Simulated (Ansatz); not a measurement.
# Single-point calculation, with input and output: B2SiH6

System: B2SiH6.
Method: RKS BLYP-D4/def2-TZVPP (Ansatz 0.2.0).

The geometry comes from this level: PBE0-D4/def2-TZVP.

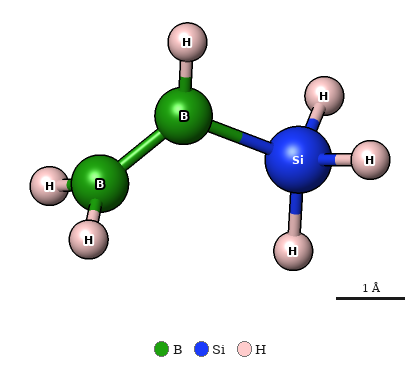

Figure 1. The input geometry (ball-and-stick view, seen at a tilt).

Summary

- outcome: converged
- total energy: −9325.8579 eV
- mean-field energy: −9325.5529 eV
- dispersion energy: −0.3051 eV
- SCF solution under orbital rotations: stable
- HOMO: −6.70 eV
- LUMO: −2.95 eV
- hardware: 2 threads of INTEL XEON PLATINUM @ 2.10GHz, 23 GiB of memory available, shared host
- wall time: 1.1 s (CPU time 2.1 s)
- peak memory: 0.2 GiB

The input
```yaml
crystal:
  periodic: [false, false, false]
  atoms:
    - {symbol: B, position_ang: [-1.223492, 0.956186, -0.749963]}
    - {symbol: B, position_ang: [0.327521, 0.568608, -0.579942]}
    - {symbol: Si, position_ang: [0.742637, -0.902988, 0.748655]}
    - {symbol: H, position_ang: [-1.939692, 0.375726, -1.519536]}
    - {symbol: H, position_ang: [-1.755695, 1.764263, -0.038719]}
    - {symbol: H, position_ang: [1.280647, 1.033506, -1.134736]}
    - {symbol: H, position_ang: [1.445531, -2.005386, 0.033436]}
    - {symbol: H, position_ang: [1.656729, -0.356483, 1.791138]}
    - {symbol: H, position_ang: [-0.445686, -1.479731, 1.432468]}
basis:
  gaussian: {orbitals: def2-TZVPP}
hamiltonian: {xc: {name: BLYP}, dispersion: d4}
output: {orbitals: {seedname: orbitals}}
```

Launched with:
```bash
ansatz run in.yaml --threads 2 --pin off --events-out ev --progress --plain --max-ram 4352MiB
```

The program's output
```
Functional definition: BLYP
  name "BLYP"
  cite "Becke, Phys. Rev. A 38, 3098 (1988) doi:10.1103/PhysRevA.38.3098"
  cite "Lee, Yang & Parr, Phys. Rev. B 37, 785 (1988) doi:10.1103/PhysRevB.37.785"
  parameter beta = 0.0042
  parameter a = 0.04918
  parameter b = 0.132
  parameter c = 0.2533
  parameter d = 0.349
  exchange = b88_x(beta = beta)
  correlation = lyp_c(a = a, b = b, c = c, d = d)
980 factors; their error is unknown
mean field evaluation 1: about -9321.4227 eV, gradient 3.4e1 eV
mean field evaluation 2: about -9320.5887 eV, gradient 3.6e1 eV
mean field evaluation 4: about -9325.5738 eV, gradient 1.6e0 eV
mean field evaluation 8: about -9325.5819 eV, gradient 3.8e-2 eV
mean field evaluation 16: about -9325.5525 eV, gradient 1.8e-5 eV
mean field -9325.55249265 eV, -342.7077330184 hartree, gradient 1.8e-5 eV, S^2 0.000000; 0 other end points of the search recorded, 0 dependent functions left out
reference -9325.55287305 eV, -342.7077469977 hartree; 15, 15 occupied and 173, 173 virtual orbitals, 980 factors
Total energy: -9325.85793962 eV, -342.7189579876 hartree
```

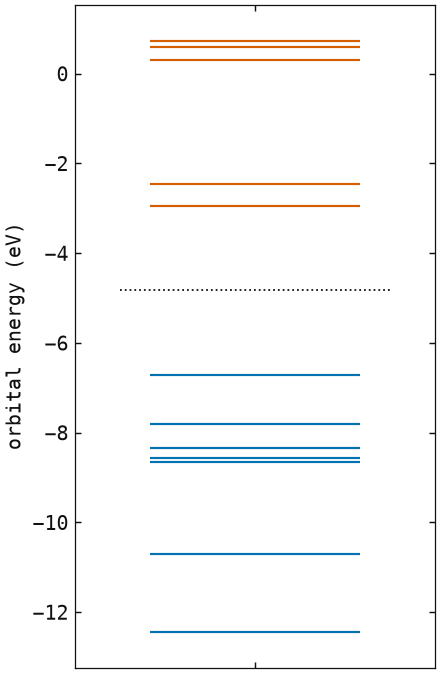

Figure 2. Orbital energies near the frontier; the dotted line parts filled from empty levels, and levels within 0.02 eV of each other stand side by side. Highest filled −6.70 eV, lowest empty −2.95 eV, 3.75 eV apart.
